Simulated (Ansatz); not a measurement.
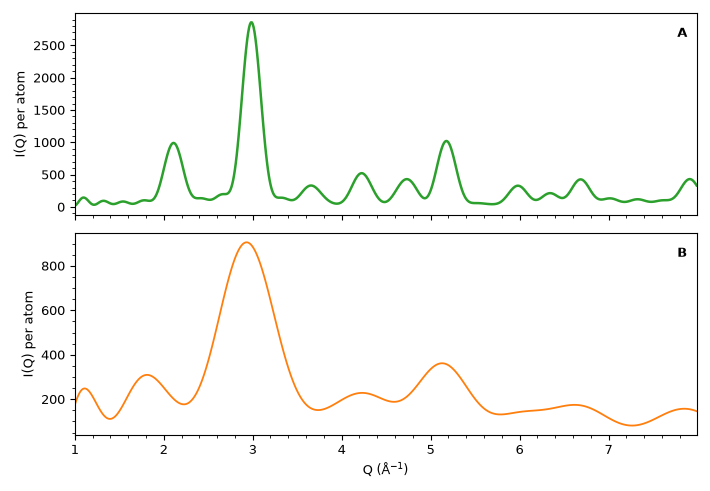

X-ray scattering of spheres cut from the crystal structure of MoS (Pm-3m, a = 2.969 Å, b = 2.969 Å, c = 2.969 Å, α = 90.00°, β = 90.00°, γ = 90.00°), calculated atom by atom with the Debye equation (B = 0.5 Å², no relaxation of the surface). Basis of the simulation: the input geometry of an electronic-structure calculation (not necessarily at equilibrium); the starting structure was generated, so it need not be a known form of this composition.

### The spheres are 10 and 28 Å across. Which curve is which?

curve A: 28 Å (893 atoms); curve B: 10 Å (51 atoms). Peak widths go roughly as 2π/D, so the largest sphere has the sharpest peaks.

### Index the main peaks of the largest sphere.

Q ≈ 2.11 Å⁻¹: 100; Q ≈ 2.99 Å⁻¹: 110; Q ≈ 3.66 Å⁻¹: 111; Q ≈ 4.22 Å⁻¹: 200; Q ≈ 4.73 Å⁻¹: 210; Q ≈ 5.18 Å⁻¹: 211.
